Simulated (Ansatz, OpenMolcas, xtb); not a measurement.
**Ligand exchange: BH(CH3)(OH) + SiH3(CH3) → BH(CH3)(SiH3) + CH4O**

Species: BH(CH3)(OH), singlet; SiH3(CH3) (methylsilane), singlet; BH(CH3)(SiH3), singlet; CH4O (methanol) `CO`, singlet. The partners trade OH for SiH3: B–OH and C–SiH3 bonds give way to B–SiH3 and C–OH.

Shapes, held fixed at every level: PBE0-D4/def2-TZVP. Flexible molecules stand in one conformer, not always the lowest. Programs: Ansatz 0.2.0, OpenMolcas 26.06, xtb 6.7.1. The zero-point and thermal change to 298 K, harmonic and unscaled (PBE0-D4/def2-TZVP), is -1.3 kJ/mol.

| level | kind | ΔH(298 K) (kJ/mol) | less CCSD(T)/CBS estimate |
| --- | --- | --- | --- |
| GFN1-xTB | semi-empirical | +196.1 | -68.4 |
| HF/def2-SVP | Hartree–Fock | +265.2 | +0.7 |
| HF/def2-TZVPP | Hartree–Fock | +262.0 | -2.5 |
| r2SCAN-D4/def2-TZVPP | meta-GGA | +264.9 | +0.4 |
| B3LYP/6-31G* (spherical functions) | global hybrid | +258.2 | -6.3 |
| B2PLYP/def2-TZVPP | double hybrid | +268.1 | +3.6 |
| MP2/def2-SVP | perturbation theory | +285.6 | +21.1 |
| CCSD(T)/def2-TZVPP | coupled cluster or CI | +264.5 | 0.0 |
| CCSD(T)/CBS estimate | coupled cluster or CI | +264.5 | 0.0 |

The highest level, CCSD(T)/CBS estimate, gives ΔH(298 K) = +264.5 kJ/mol; the levels span +196.1 to +285.6. GFN1-xTB strays far from the other rows. The column of differences is taken from that level and isn't an error. No measured value is set beside it here. The CBS estimate extrapolates MP2 from def2-TZVPP and def2-QZVPP and adds CCSD(T) − MP2 in the triple-zeta set, cores frozen.

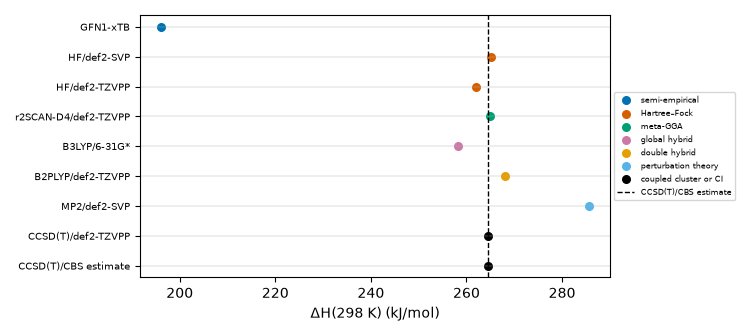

The values of the table, level by level.
